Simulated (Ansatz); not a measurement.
Take BN in the zinc blende structure (space group F-43m, No. 216; a = 3.581 Å) as the base. Axes: x, y, z lie along the cube axes.

Now apply this change: compressive biaxial strain of 1.67 % in the plane normal to [111], as in epitaxy on a mismatched substrate; the out-of-plane cell vector and the atoms relax.

All numbers come from plane-wave PAW DFT at the LDA level (Ansatz, a first-principles code, 420 eV), spin-orbit coupling left out.

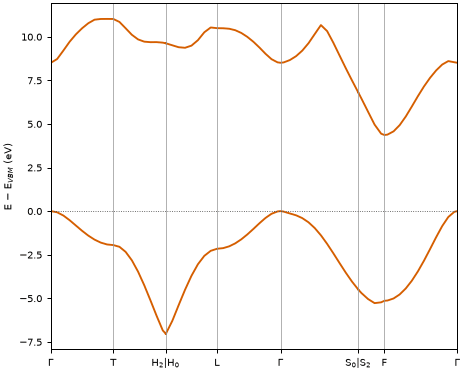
Highest valence and lowest conduction band along the path of the changed cell's own zone

The gap is 4.37 eV, indirect, Γ → F; the base has 4.39 eV.

Whether these cells are dynamically stable was not tested. k-point labels follow each cell's own Brillouin zone.
